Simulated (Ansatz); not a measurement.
# H₄O₅W: what the fields show

```yaml
atoms:
  - { symbol: O, position_ang: [1.0960, -0.4678, -0.3631] }
  - { symbol: O, position_ang: [0.3682, 1.4966, 1.6278] }
  - { symbol: O, position_ang: [0.1575, 2.0945, -1.0272] }
  - { symbol: O, position_ang: [-1.6303, 0.0538, -1.0826] }
  - { symbol: O, position_ang: [-1.3151, -0.2820, 1.3323] }
  - { symbol: W, position_ang: [-0.1622, 0.5831, 0.0542] }
  - { symbol: H, position_ang: [-0.0577, 1.3445, 2.4792] }
  - { symbol: H, position_ang: [-0.3522, 2.9032, -1.1410] }
  - { symbol: H, position_ang: [-1.4371, -0.0264, -2.0254] }
  - { symbol: H, position_ang: [-2.0014, -0.8312, 0.9327] }
```

Geometry: PBE0-D4/def2-SVP; core potentials replace the inner electrons of W.

These are results of isolated molecule in a Gaussian basis; Kohn-Sham density functional theory, functional PBE0 in Ansatz, not measurements.

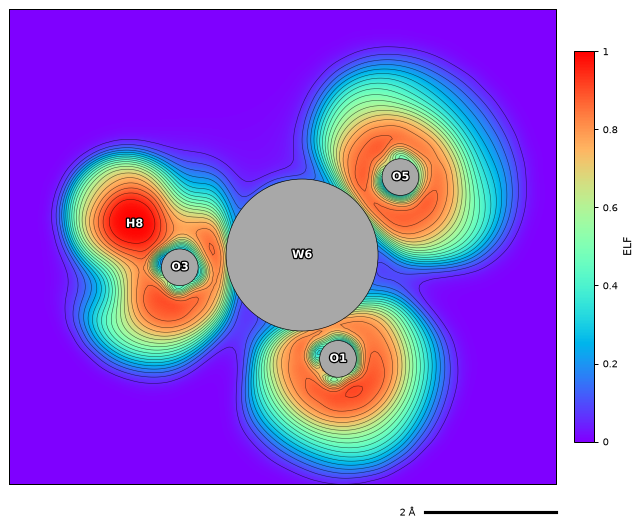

Figure 1. Electron localisation function on the plane of atoms W6, O3 and H8. Grey discs cover the atomic cores.

Q: Describe what can be read from this map.

A: The section cuts through O, W and H sites.
W–O (1.69 Å): the ELF peaks at about 0.80 in the valence shell of O, 0.5 Å from its nucleus, and drops to about 0.35 between the two atoms.
O–H (0.96 Å): the ELF climbs to about 1 towards the hydrogen, as it does in any bond to H; an ordinary covalent bond to hydrogen.
W–O (1.89 Å): the ELF peaks at about 0.85 in the valence shell of O, 0.6 Å from its nucleus, and drops to about 0.25 between the two atoms.
W–O (1.93 Å): the ELF peaks at about 0.85 in the valence shell of O, 0.6 Å from its nucleus, and drops to about 0.30 between the two atoms.

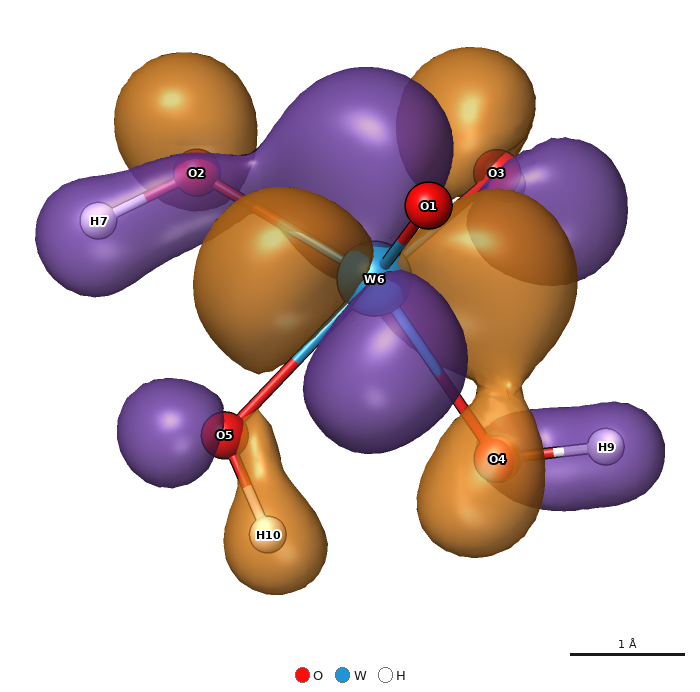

Figure 2. The LUMO at ±0.08 Å⁻³ᐟ² (orange and purple are the two phases), seen at a tilt.

Q: Where does this orbital lie, and at what energy?

A: By Hirshfeld shares it lies mainly on W6 (about 65 %), O3 (about 10 %) and O2 (about 10 %). Its energy is −2.85 eV.

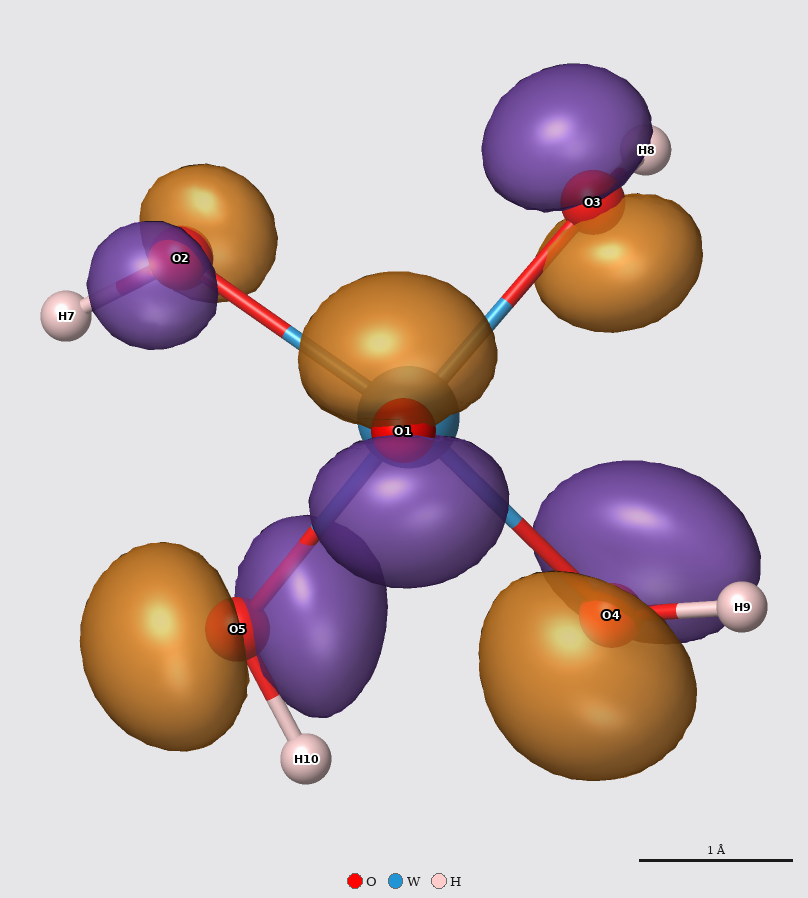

Figure 3. One frontier orbital at ±0.15 Å⁻³ᐟ² (orange and purple are the two phases), seen across its widest extent.

Q: Which orbital is it: HOMO or LUMO?

A: The HOMO, at −9.12 eV. Its weight (Hirshfeld) is mainly on O4 (about 30 %), O1 (about 20 %), O5 (about 20 %) and O3 (about 10 %); largely a combination of lone pairs on O4, O1, O5 and O3.
